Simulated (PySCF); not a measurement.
# H2S5: magnetic properties

Wanted: magnetic properties for H2S5.

Programs: PySCF 2.14.0, with routines of our own; each step states its level. All values are computed. Atoms count from 0.

### Step 1. The system as given

7 atoms, charge 0, multiplicity 1; geometry from: GFN2-xTB.

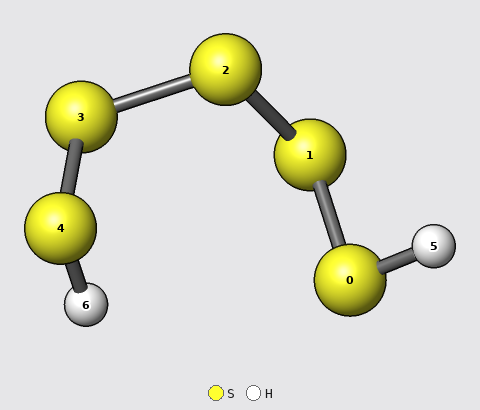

The starting geometry (sulfur yellow, hydrogen white).

### Step 2. Magnetic properties: GIAO PBE/def2-SVP

What the job is given:

```
{"job": {"kind": "mag", "xc": "PBE", "basis": "def2-SVP"}, "charge": 0, "multiplicity": 1}
S     -1.201840     1.251000    -1.121180
S     -1.575680     0.619200     0.793830
S      0.247650     0.342770     1.709330
S      0.852730    -1.575680     1.279990
S      1.921080    -1.499580    -0.463690
H     -1.146470     2.565320    -0.887800
H      0.902530    -1.703040    -1.310470
```

Method: GIAO PBE/def2-SVP magnetisability, rotational g tensor and spin-rotation constants, non-relativistic, gas phase.

The run is started by

```console
OMP_NUM_THREADS=1 python excited_run.py task.json out
```

One launch serves the whole session: the jobs run in the order shown.

Output:

```text
coarse grid: 9360 points
cycle   1  E = -1990.4591536273  dE =  5.635e-01  |g| = 1.752e-01  |ddm| = 3.253e+00
cycle   2  E = -1990.4557447810  dE =  3.409e-03  |g| = 2.080e-01  |ddm| = 5.897e-01
cycle   3  E = -1990.4670107621  dE = -1.127e-02  |g| = 8.703e-02  |ddm| = 4.173e-01
cycle   4  E = -1990.4696698074  dE = -2.659e-03  |g| = 2.511e-02  |ddm| = 1.849e-01
cycle   5  E = -1990.4698693348  dE = -1.995e-04  |g| = 9.952e-03  |ddm| = 4.807e-02
cycle   6  E = -1990.4698999364  dE = -3.060e-05  |g| = 2.230e-03  |ddm| = 1.618e-02
cycle   7  E = -1990.4699015720  dE = -1.636e-06  |g| = 3.517e-04  |ddm| = 3.508e-03
final grid: 69480 points
cycle   8  E = -1990.6979357099  dE = -2.057e-05  |g| = 6.186e-03  |ddm| = 4.267e-02
cycle   9  E = -1990.6979358938  dE = -1.839e-07  |g| = 5.915e-03  |ddm| = 2.082e-02
cycle  10  E = -1990.6979458048  dE = -9.911e-06  |g| = 1.372e-03  |ddm| = 1.030e-02
cycle  11  E = -1990.6979463643  dE = -5.595e-07  |g| = 4.718e-04  |ddm| = 2.469e-03
cycle  12  E = -1990.6979464393  dE = -7.499e-08  |g| = 5.475e-05  |ddm| = 7.711e-04
cycle  13  E = -1990.6979464402  dE = -9.354e-10  |g| = 2.114e-05  |ddm| = 1.157e-04
converged SCF energy = -1990.6979464402

Magnetisability tensor (1e-30 J/T^2)
    -1319.02      103.71       50.05
      103.71    -1305.28       58.25
       50.05       58.25    -1505.65
isotropic -1376.65   principal values   -1524.37  -1416.01  -1189.58
isotropic susceptibility -82.904 1e-6 cm^3/mol

Inertial axes            a          b          c
rot. const./GHz      2.3969     1.0161     0.7755
chi total           -85.430    -91.323    -71.958
chi diamagnetic    -574.754  -1195.519  -1527.746
chi paramagnetic    489.323   1104.196   1455.788
quadrupole/D A        0.003      1.017     -1.020
g nuclear            0.5193     0.5162     0.5154
g electronic        -0.5510    -0.5271    -0.5304
g total             -0.0317    -0.0109    -0.0149

Spin-rotation constants (kHz, H = +C I.J)
atom  isotope        aa         bb         cc
  5     1H       -0.130     -0.124     -0.008
  6     1H       -0.143     -0.086     -0.028
  0    33S*       0.624      0.200      0.215
  1    33S*       0.752      0.350      0.281
  2    33S*       0.849      0.462      0.269
* in the singly substituted isotopologue
```

Run time: 14 s. Hardware: 1 thread of Arm Neoverse N1, shared host; peak memory 0.42 GiB.

From this job:

| quantity | value |
| --- | --- |
| magnetisability | -1377·10⁻³⁰ J/T² |
| molar susceptibility | -82.9·10⁻⁶ cm³/mol |
| rotational g (a, b, c) | -0.0317, -0.0109, -0.0149 |

### Step 3. Magnetic properties: GIAO OPBE/def2-SVP

Settings changed since step 2:

```diff
@@ -1,2 +1,2 @@
-{"job": {"kind": "mag", "xc": "PBE", "basis": "def2-SVP"}, "charge": 0, "multiplicity": 1}
+{"job": {"kind": "mag", "xc": "OPBE", "basis": "def2-SVP"}, "charge": 0, "multiplicity": 1}
 S     -1.201840     1.251000    -1.121180
```

Level: GIAO OPBE/def2-SVP magnetisability, rotational g tensor and spin-rotation constants, non-relativistic, gas phase.

Output:

```text
coarse grid: 9360 points
cycle   1  E = -1991.1634762648  dE =  5.622e-01  |g| = 1.653e-01  |ddm| = 3.254e+00
cycle   2  E = -1991.1602873970  dE =  3.189e-03  |g| = 1.990e-01  |ddm| = 5.635e-01
cycle   3  E = -1991.1710607551  dE = -1.077e-02  |g| = 7.848e-02  |ddm| = 3.968e-01
cycle   4  E = -1991.1733071611  dE = -2.246e-03  |g| = 2.158e-02  |ddm| = 1.669e-01
cycle   5  E = -1991.1734570133  dE = -1.499e-04  |g| = 8.413e-03  |ddm| = 4.118e-02
cycle   6  E = -1991.1734792208  dE = -2.221e-05  |g| = 2.105e-03  |ddm| = 1.422e-02
cycle   7  E = -1991.1734806818  dE = -1.461e-06  |g| = 3.630e-04  |ddm| = 3.339e-03
final grid: 69480 points
cycle   8  E = -1991.4236808541  dE = -7.556e-05  |g| = 1.158e-02  |ddm| = 7.088e-02
cycle   9  E = -1991.4236821227  dE = -1.269e-06  |g| = 1.094e-02  |ddm| = 3.693e-02
cycle  10  E = -1991.4237175141  dE = -3.539e-05  |g| = 2.241e-03  |ddm| = 1.815e-02
cycle  11  E = -1991.4237190096  dE = -1.495e-06  |g| = 8.531e-04  |ddm| = 4.262e-03
cycle  12  E = -1991.4237192620  dE = -2.524e-07  |g| = 1.277e-04  |ddm| = 1.494e-03
cycle  13  E = -1991.4237192673  dE = -5.287e-09  |g| = 4.434e-05  |ddm| = 2.480e-04
cycle  14  E = -1991.4237192679  dE = -5.966e-10  |g| = 1.254e-05  |ddm| = 7.471e-05
converged SCF energy = -1991.4237192679

Magnetisability tensor (1e-30 J/T^2)
    -1344.15      102.59       45.52
      102.59    -1332.04       55.38
       45.52       55.38    -1521.27
isotropic -1399.15   principal values   -1538.40  -1440.64  -1218.43
isotropic susceptibility -84.259 1e-6 cm^3/mol

Inertial axes            a          b          c
rot. const./GHz      2.3969     1.0161     0.7755
chi total           -86.934    -92.188    -73.655
chi diamagnetic    -574.256  -1195.107  -1527.289
chi paramagnetic    487.323   1102.919   1453.633
quadrupole/D A       -0.068      1.092     -1.024
g nuclear            0.5193     0.5162     0.5154
g electronic        -0.5488    -0.5265    -0.5296
g total             -0.0294    -0.0103    -0.0141

Spin-rotation constants (kHz, H = +C I.J)
atom  isotope        aa         bb         cc
  5     1H       -0.131     -0.121     -0.009
  6     1H       -0.142     -0.085     -0.029
  0    33S*       0.597      0.195      0.205
  1    33S*       0.724      0.331      0.271
  2    33S*       0.797      0.445      0.257
* in the singly substituted isotopologue
```

It took 15 s on 1 thread of Arm Neoverse N1, shared host; peak memory 0.42 GiB.

From this job:

```
              quantity                      value
       magnetisability           -1399·10⁻³⁰ J/T²
  molar susceptibility         -84.3·10⁻⁶ cm³/mol
rotational g (a, b, c)  -0.0294, -0.0103, -0.0141
```

### Step 4. The levels compared

| level | ξ (10⁻³⁰ J/T²) | g(a) | g(b) | gap (eV) | functions | time |
| --- | --- | --- | --- | --- | --- | --- |
| GIAO PBE/def2-SVP | -1377 | -0.0317 | -0.0109 | 3.79 | 100 | 14 s |
| GIAO OPBE/def2-SVP | -1399 | -0.0294 | -0.0103 | 3.86 | 100 | 15 s |

### Step 5. Outcome

```
                                          quantity                      value
       magnetisability (step 2, GIAO PBE/def2-SVP)           -1377·10⁻³⁰ J/T²
  molar susceptibility (step 2, GIAO PBE/def2-SVP)         -82.9·10⁻⁶ cm³/mol
rotational g (a, b, c) (step 2, GIAO PBE/def2-SVP)  -0.0317, -0.0109, -0.0149
                   magnetisability over the levels  -1399 to -1377·10⁻³⁰ J/T²
```

The magnetisability spreads by 1.6 % over 2 levels of like cost. Two levels can agree by chance, so this spread shows no convergence. Vibrational averaging and real surroundings are missing from these values.
